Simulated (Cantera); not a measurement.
Charge: 1 mol PbO, 0.022 mol O2, 4.2 mol H2, at 1000 Pa.

Method: chemical equilibrium by Gibbs-energy minimisation in Cantera with the NASA 1993 tables (ideal gas, pure condensed phases). Candidate condensed phases: H2O, Pb, PbO, PbO2, Pb3O4; 12 gas species. Kinetics and transport are ignored.

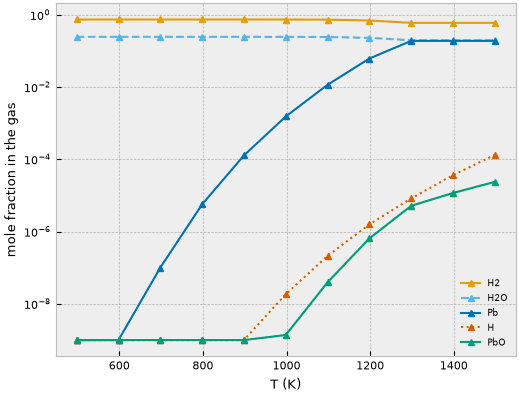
Figure. Equilibrium gas composition (values under 1e-9 drawn at 1e-9)

From 498 K to 598 K the condensed part is Pb(s). From 698 K to 1198 K the condensed part is Pb(l). From 1298 K to 1498 K nothing is condensed.
